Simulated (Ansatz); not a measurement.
Electronic density of states of amorphous In$_{24}$O$_{39}$Ga$_{2}$, density 6.40 g/cm³, on a 2×2×2 Γ-centred mesh with a Gaussian width of 0.1 eV; energies count from the Fermi level, whose place inside the gap is arbitrary. Cell and mesh are small, so fine structure isn't converged. Calculation: PBE, scalar-relativistic without spin-orbit coupling (plane waves to 420 eV, PAW; Ansatz, an electronic-structure program). Sampling: a 2×2×2 Γ-centred mesh; Fermi-Dirac width 0.02 eV; no spin polarisation. At PBE the levels at the filled edge of the gap are localised (band-tail or defect states).

It comes from a melt-quench run on a machine-learned potential (CHGNet), relaxed afterwards by DFT. O atoms were pushed apart under 1.9 Å during the dynamics, to hinder bonds among them. The hot cell started wider than the set density and was brought back towards it in steps. It is the lowest in DFT energy of 2 quenches. It is a model cell: composition and starting density were chosen by hand, and all elements were melted together. No dispersion term was used. Its density started from a set value of 6.42 and ended at 6.40 g/cm³. The simulated quench (nominally 220 K/ps over its main leg) is rapid and tends to freeze in more defects than a deposited or slowly cooled glass has. Values belong to this one cell and scatter from quench to quench. The volume was free in the relaxation, at fixed shape. Stress components on the final sampling reach 1.6 GPa. Cycles of charging lowered its energy after that relaxation.

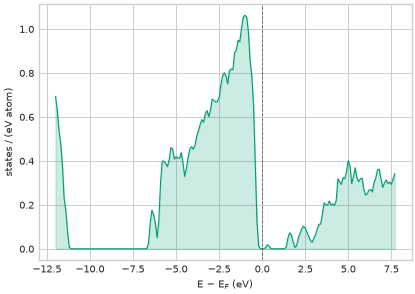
Figure: Density of states per atom

The level gap on this mesh is 0.67 eV; the broadening fills part of it in the curve.
